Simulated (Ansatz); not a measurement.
# C₂H₉NSn: how energies converge with the basis set

How large a basis does C₂H₉NSn need? Two functionals are run in growing sets.

Program: Ansatz 0.2.0, Gaussian basis. Level of theory: one geometry, several basis sets. These are calculated values, not measurements.

Levels to be run: PBE0-D4/def2-SVP; ωB97M-V/def2-SVP; PBE0-D4/def2-QZVPP; ωB97M-V/def2-QZVPP; the functionals' def2-TZVPP values are taken from earlier runs.

### Step 1. Structure used throughout

An earlier PBE0-D4 in a triple-zeta def2 set relaxation fixed the geometry. Sn takes the def2 core potential; no spin-orbit term is included.

SMILES `[CH3][SnH]([CH3])[NH2]`, 13 atoms, charge 0, spin multiplicity 1.

Atoms are counted from 1 here; the program's logs count them from 0.

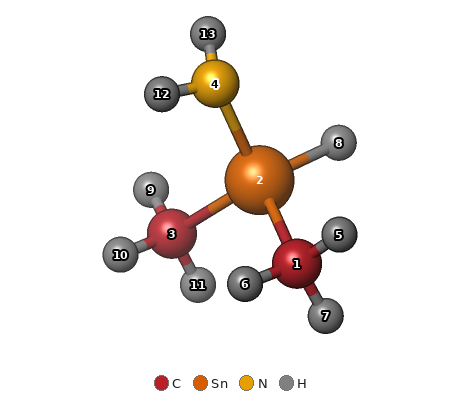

The structure; carbon red, tin orange, nitrogen amber, hydrogen grey; atoms are numbered from 1 in the order of the file.

### Step 2. PBE0-D4 in def2-SVP

Input file in.yaml:

```yaml
crystal:
  periodic: [false, false, false]
  atoms:
    - {symbol: C, position_ang: [-1.219442, 1.405217, -0.632259]}
    - {symbol: Sn, position_ang: [-0.207229, -0.449254, -0.321478]}
    - {symbol: C, position_ang: [1.911817, -0.139538, -0.161343]}
    - {symbol: N, position_ang: [-1.015899, -1.233805, 1.377795]}
    - {symbol: H, position_ang: [-2.294881, 1.231623, -0.668558]}
    - {symbol: H, position_ang: [-1.000792, 2.089638, 0.188653]}
    - {symbol: H, position_ang: [-0.899990, 1.867384, -1.567033]}
    - {symbol: H, position_ang: [-0.557613, -1.598805, -1.543927]}
    - {symbol: H, position_ang: [2.415870, -1.084682, 0.043302]}
    - {symbol: H, position_ang: [2.125865, 0.556648, 0.650946]}
    - {symbol: H, position_ang: [2.306249, 0.275108, -1.090501]}
    - {symbol: H, position_ang: [-0.749768, -0.743043, 2.222167]}
    - {symbol: H, position_ang: [-0.793586, -2.211191, 1.517137]}
basis:
  gaussian: {orbitals: def2-SVP}
hamiltonian: {xc: pbe0, dispersion: d4}
output: {orbitals: {seedname: orbitals}}
```

Command:

```sh
> ansatz run in.yaml --threads 4 --pin off --events-out ev --progress --plain --max-ram 10444MiB
```

What it wrote:

```text
Functional definition: PBE0
  name "PBE0"
  cite "Adamo & Barone, J. Chem. Phys. 110, 6158 (1999) doi:10.1063/1.478522"
  cite "Perdew, Burke & Ernzerhof, Phys. Rev. Lett. 77, 3865 (1996) doi:10.1103/PhysRevLett.77.3865"
  parent pbe
  parameter a = 0.25
  parameter kappa = 0.804
  parameter beta = 0.06672455060314922
  exchange = (1 - a)*pbe_x(kappa = kappa, mu = beta*pi^2/3) + a*exact_x
  correlation = pbe_c(beta = beta)
1364 factors; their error is unknown
mean field evaluation 1: about -9522.0510 eV, gradient 7.5e1 eV
mean field evaluation 2: about -9512.0844 eV, gradient 9.5e1 eV
mean field evaluation 4: about -9534.7487 eV, gradient 4.9e0 eV
mean field evaluation 8: about -9534.8063 eV, gradient 3.4e-2 eV
mean field evaluation 16: about -9534.8691 eV, gradient 2.4e-5 eV
mean field -9534.86913236 eV, -350.3999776480 hartree, gradient 2.4e-5 eV, S^2 0.000000; 0 other end points of the search recorded, 0 dependent functions left out
reference -9534.86916519 eV, -350.3999788543 hartree; 25, 25 occupied and 88, 88 virtual orbitals, 1364 factors
Total energy: -9535.07451974 eV, -350.4075254946 hartree
```

Wall time 1.1 s (4 threads of Arm Neoverse V1, shared host); peak memory 0.26 GiB.

### Step 3. ωB97M-V in def2-SVP

Changes to in.yaml since step 2:

```diff
@@ -18,3 +18,3 @@
   gaussian: {orbitals: def2-SVP}
-hamiltonian: {xc: pbe0, dispersion: d4}
+hamiltonian: {xc: {name: wB97M-V}}
 output: {orbitals: {seedname: orbitals}}
```

Same command.

What it wrote, cut to the lines that bear on the results:

```text
Functional definition: wB97M-V
  name "wB97M-V"
  cite "Mardirossian & Head-Gordon, J. Chem. Phys. 144, 214110 (2016) doi:10.1063/1.4952647"
  cite "Becke, J. Chem. Phys. 107, 8554 (1997) doi:10.1063/1.475007"
  cite "Vydrov & Van Voorhis, J. Chem. Phys. 133, 244103 (2010) doi:10.1063/1.3521275"
  # Of w^i u^j: cxij and so on, Table III.
[...]
  gx(w, u) = 1 - cx + cx01*u + cx10*w
  gss(w, u) = css00 + css04*u^4 + css10*w + css20*w^2 + css43*w^4*u^3
  gos(w, u) = cos00 + cos10*w + (cos20 + cos21*u)*w^2 + (cos60 + cos61*u)*w^6
[...]
      + integral(e_c_pw_mod_opposite_spin*gos(b97_w_opposite, b97_u_opposite)) + vv10(b, c)
1350 factors; their error is unknown
353 factors; integrals over basis functions are off by at most 7.9e-6 eV
[...]
mean field -9535.44521374 eV, -350.4211482481 hartree, gradient 3.3e-5 eV, S^2 0.000000; 0 other end points of the search recorded, 0 dependent functions left out
reference -9535.44526322 eV, -350.4211500664 hartree; 25, 25 occupied and 88, 88 virtual orbitals, 1350 factors
Total energy: -9535.44526322 eV, -350.4211500664 hartree
```

Wall time 4.7 s (4 threads of Arm Neoverse V1, shared host); peak memory 0.37 GiB.

### Step 4. PBE0-D4 in def2-QZVPP

Changes to in.yaml since step 3:

```diff
@@ -17,4 +17,4 @@
 basis:
-  gaussian: {orbitals: def2-SVP}
-hamiltonian: {xc: {name: wB97M-V}}
+  gaussian: {orbitals: "def2-QZVPP.json"}
+hamiltonian: {xc: pbe0, dispersion: d4}
 output: {orbitals: {seedname: orbitals}}
```

Same command.

What it wrote:

```text
Functional definition: PBE0
  name "PBE0"
  cite "Adamo & Barone, J. Chem. Phys. 110, 6158 (1999) doi:10.1063/1.478522"
  cite "Perdew, Burke & Ernzerhof, Phys. Rev. Lett. 77, 3865 (1996) doi:10.1103/PhysRevLett.77.3865"
  parent pbe
  parameter a = 0.25
  parameter kappa = 0.804
  parameter beta = 0.06672455060314922
  exchange = (1 - a)*pbe_x(kappa = kappa, mu = beta*pi^2/3) + a*exact_x
  correlation = pbe_c(beta = beta)
1556 factors; their error is unknown
mean field evaluation 1: about -9522.1617 eV, gradient 9.3e1 eV
mean field evaluation 2: about -9504.6852 eV, gradient 1.2e2 eV
mean field evaluation 4: about -9539.7176 eV, gradient 8.3e0 eV
mean field evaluation 8: about -9539.9261 eV, gradient 3.1e-1 eV
mean field evaluation 16: about -9539.9262 eV, gradient 6.2e-5 eV
mean field -9539.92621728 eV, -350.5858220909 hartree, gradient 6.2e-5 eV, S^2 0.000000; 0 other end points of the search recorded, 0 dependent functions left out
reference -9539.92626509 eV, -350.5858238480 hartree; 25, 25 occupied and 498, 498 virtual orbitals, 1556 factors
Total energy: -9540.13161964 eV, -350.5933704883 hartree
```

Run time: 8.5 s. Hardware: 4 threads of Arm Neoverse V1, shared host; peak memory 1.8 GiB.

### Step 5. ωB97M-V in def2-QZVPP

Changes to in.yaml since step 4:

```diff
@@ -18,3 +18,3 @@
   gaussian: {orbitals: "def2-QZVPP.json"}
-hamiltonian: {xc: pbe0, dispersion: d4}
+hamiltonian: {xc: {name: wB97M-V}}
 output: {orbitals: {seedname: orbitals}}
```

Same command.

What it wrote, cut to the lines that bear on the results:

```text
Functional definition: wB97M-V
  name "wB97M-V"
  cite "Mardirossian & Head-Gordon, J. Chem. Phys. 144, 214110 (2016) doi:10.1063/1.4952647"
  cite "Becke, J. Chem. Phys. 107, 8554 (1997) doi:10.1063/1.475007"
  cite "Vydrov & Van Voorhis, J. Chem. Phys. 133, 244103 (2010) doi:10.1063/1.3521275"
  # Of w^i u^j: cxij and so on, Table III.
[...]
  gx(w, u) = 1 - cx + cx01*u + cx10*w
  gss(w, u) = css00 + css04*u^4 + css10*w + css20*w^2 + css43*w^4*u^3
  gos(w, u) = cos00 + cos10*w + (cos20 + cos21*u)*w^2 + (cos60 + cos61*u)*w^6
[...]
      + integral(e_c_pw_mod_opposite_spin*gos(b97_w_opposite, b97_u_opposite)) + vv10(b, c)
1539 factors; their error is unknown
434 factors; integrals over basis functions are off by at most 7.0e-6 eV
[...]
mean field -9540.77911032 eV, -350.6171653319 hartree, gradient 3.6e-5 eV, S^2 0.000000; 0 other end points of the search recorded, 0 dependent functions left out
reference -9540.77918633 eV, -350.6171681252 hartree; 25, 25 occupied and 498, 498 virtual orbitals, 1539 factors
Total energy: -9540.77918633 eV, -350.6171681252 hartree
```

Run time: 21 s. Hardware: 4 threads of Arm Neoverse V1, shared host; peak memory 2.2 GiB.

### Step 6. Functionals by basis

The def2-TZVPP values come from earlier runs at the same geometry.

```tsv
functional	basis	functions	energy (eV)	from the largest (eV)	HOMO (eV)	LUMO (eV)
PBE0-D4	def2-SVP	113	-9535.0745	5.057	-6.55	0.96
PBE0-D4	def2-TZVPP	269	-9539.8354	0.296	-6.81	0.40
PBE0-D4	def2-QZVPP	523	-9540.1316	0.000	-6.85	0.13
ωB97M-V	def2-SVP	113	-9535.4453	5.334	-8.87	2.65
ωB97M-V	def2-TZVPP	269	-9540.4859	0.293	-9.12	1.73
ωB97M-V	def2-QZVPP	523	-9540.7792	0.000	-9.16	1.28
```

### Step 7. What came out

| quantity | value |
| --- | --- |
| PBE0-D4: double and triple zeta above quadruple | 5.06, 0.30 eV |
| ωB97M-V: double and triple zeta above quadruple | 5.33, 0.29 eV |

What this shows: PBE0-D4 gains 4.76 eV from double to triple zeta, then 0.30 eV more. Total energies overstate the basis error of differences, where much of it tends to cancel. The LUMO of ωB97M-V is positive and keeps falling with the basis (2.65 to 1.28 eV): an unbound level that the basis holds in place.

For PBE0-D4 the largest set took about 7 times as long as the smallest (8.5 s against 1.1 s).
